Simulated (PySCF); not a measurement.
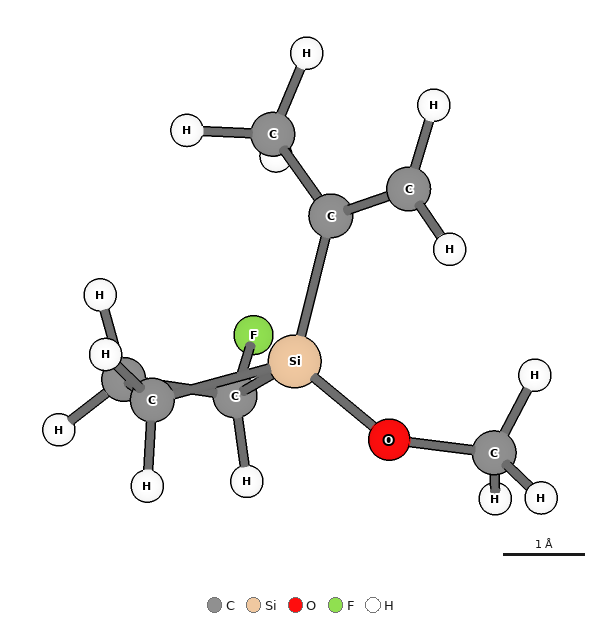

*The structure as given in the input (ball-and-stick view, seen at a tilt).*

Bond lengths as drawn: C–C 1.34 to 1.55 Å, C–F 1.38 Å, C–H 1.09 to 1.11 Å, C–O 1.40 Å, C–Si 1.87 to 1.91 Å and O–Si 1.66 Å.

NMR shielding calculation of C$_{7}$H$_{13}$FOSi

The run: NMR shielding calculation of C$_{7}$H$_{13}$FOSi. Method and program: GIAO PBE0/pcSseg-1 NMR shielding, non-relativistic, IEF-PCM cyclohexane (PySCF 2.14.0).

The geometry comes from this level: PBE0-D3(BJ)/def2-SVP. It belongs to a series of runs on one base structure; here: solvent cyclohexane. Figures and captions count atoms from 1; the log counts them from 0 in places.

### Log
```
coarse grid: 19464 points
cycle   1  E = -738.2365750949  dE =  1.103e+00  |g| = 8.020e-01  |ddm| = 4.258e+00
cycle   2  E = -738.1229906897  dE =  1.136e-01  |g| = 1.145e+00  |ddm| = 1.619e+00
cycle   3  E = -738.3558861428  dE = -2.329e-01  |g| = 1.378e-01  |ddm| = 1.100e+00
cycle   4  E = -738.3594530675  dE = -3.567e-03  |g| = 4.556e-02  |ddm| = 1.480e-01
cycle   5  E = -738.3598882041  dE = -4.351e-04  |g| = 1.108e-02  |ddm| = 4.202e-02
cycle   6  E = -738.3599085917  dE = -2.039e-05  |g| = 5.678e-03  |ddm| = 1.207e-02
cycle   7  E = -738.3599164474  dE = -7.856e-06  |g| = 9.475e-04  |ddm| = 4.703e-03
final grid: 183032 points
cycle   8  E = -738.4377740925  dE = -4.301e-05  |g| = 1.258e-02  |ddm| = 3.481e-02
cycle   9  E = -738.4377429523  dE =  3.114e-05  |g| = 1.809e-02  |ddm| = 2.198e-02
cycle  10  E = -738.4378075677  dE = -6.462e-05  |g| = 1.891e-03  |ddm| = 1.372e-02
cycle  11  E = -738.4378082918  dE = -7.241e-07  |g| = 2.470e-04  |ddm| = 1.758e-03
cycle  12  E = -738.4378083004  dE = -8.629e-09  |g| = 1.336e-04  |ddm| = 2.779e-04
cycle  13  E = -738.4378083042  dE = -3.714e-09  |g| = 3.742e-05  |ddm| = 1.319e-04
cycle  14  E = -738.4378083045  dE = -3.140e-10  |g| = 1.040e-05  |ddm| = 3.799e-05
```

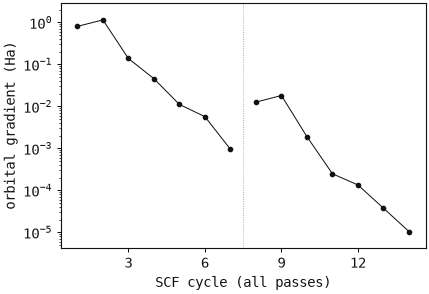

*Convergence of the self-consistent field: orbital gradient against the SCF cycle. The dotted line marks the change from a coarse to the final integration grid.*

The first 7 cycles use a coarse grid, the final grid takes over at cycle 8, and the field converges after 14 cycles in all.

```
converged SCF energy = -738.4378083045

GIAO shielding tensors (ppm)
atom      isotropic    diamagn.    paramagn.     s11        s22        s33       span
  0 C       46.448     253.641    -207.193    -73.810     63.103    150.051    223.861
  1 C       35.899     266.438    -230.539    -80.891     19.339    169.250    250.141
  2 C      159.802     247.074     -87.272    147.657    149.509    182.241     34.583
  3 Si     347.715     882.332    -534.617    322.384    340.812    379.948     57.564
  4 O      312.878     399.559     -86.681    275.789    319.675    343.170     67.381
  5 C      132.596     242.233    -109.637    106.178    107.609    184.002     77.824
  6 C      176.800     258.810     -82.010    164.590    175.226    190.584     25.994
  7 C      158.463     256.188     -97.724    143.855    157.857    173.677     29.823
  8 C       92.867     253.907    -161.040     45.039     75.489    158.074    113.034
  9 F      404.627     475.593     -70.966    342.927    399.107    471.847    128.920
 10 H       25.087      30.061      -4.973     21.706     24.615     28.941      7.235
 11 H       25.347      32.382      -7.035     21.930     23.856     30.255      8.325
 12 H       28.958      30.319      -1.361     23.907     29.616     33.350      9.443
 13 H       29.311      29.843      -0.532     25.059     28.951     33.923      8.864
 14 H       29.378      29.162       0.216     25.506     27.693     34.937      9.431
 15 H       27.518      28.701      -1.183     22.997     25.598     33.960     10.963
 16 H       27.624      29.985      -2.361     22.940     26.742     33.190     10.250
 17 H       27.543      27.227       0.316     23.383     24.671     34.575     11.191
 18 H       30.526      32.113      -1.587     27.039     27.365     37.174     10.135
 19 H       30.208      32.091      -1.883     26.432     27.100     37.091     10.659
 20 H       29.507      32.806      -3.299     26.529     28.350     33.641      7.112
 21 H       28.629      29.619      -0.990     24.352     25.921     35.614     11.263
 22 H       26.309      31.960      -5.651     23.885     26.598     28.445      4.560
```

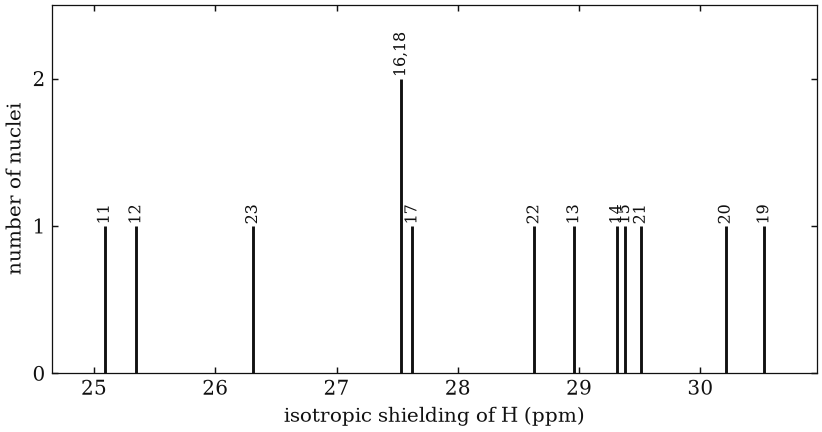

*Isotropic shieldings of the hydrogen nuclei in this fixed geometry, labelled by atom number; shielding grows to the right, so chemical shift grows to the left.*

The least shielded is H11 (25.1 ppm), the most shielded H19 (30.5 ppm).

The run was set up as follows.

### The input
```
{"job": {"kind": "nmr", "xc": "PBE0", "basis": "pcSseg-1", "solvent": "cyclohexane", "pop": false}, "charge": 0, "multiplicity": 1}
C      2.337504    -0.680721     0.643903
C      1.429042    -0.221573    -0.229578
C      1.732461    -0.033880    -1.688738
Si    -0.287311     0.183979     0.404467
O     -0.546693    -0.490637     1.902064
C     -0.643537    -1.859868     2.189021
C     -0.867117     1.967432     0.214033
C     -1.443949     1.563905    -1.168031
C     -1.637222     0.050508    -0.945271
F     -1.493435    -0.724117    -2.074987
H      3.355166    -0.944598     0.329082
H      2.104527    -0.802845     1.706418
H      0.994617    -0.560217    -2.314550
H      1.677620     1.031562    -1.970586
H      2.740189    -0.395895    -1.945160
H     -1.583535    -2.290029     1.799330
H      0.197493    -2.437663     1.766135
H     -0.635765    -1.993648     3.281443
H     -1.665736     2.196047     0.936984
H     -0.149792     2.798946     0.211360
H     -0.685891     1.696809    -1.956964
H     -2.346492     2.111003    -1.485514
H     -2.635344    -0.147548    -0.513114
```

The first line tells a small driver script what to run in PySCF; the rest is the geometry in Å.

Launched with:
```bash
OMP_NUM_THREADS=1 python <driver script> task.json out
```

### Summary

```tsv
quantity	value
outcome	converged
total energy	−738.437808 hartree
HOMO	−7.25 eV
LUMO	−0.31 eV
dipole moment	0.89 D
isotropic shielding, C	35.9 to 176.8 ppm
isotropic shielding, Si	347.7 ppm
isotropic shielding, O	312.9 ppm
isotropic shielding, F	404.6 ppm
isotropic shielding, H	25.1 to 30.5 ppm
hardware	1 CPU thread, shared host
wall time	72 s
peak memory	1.2 GiB
```
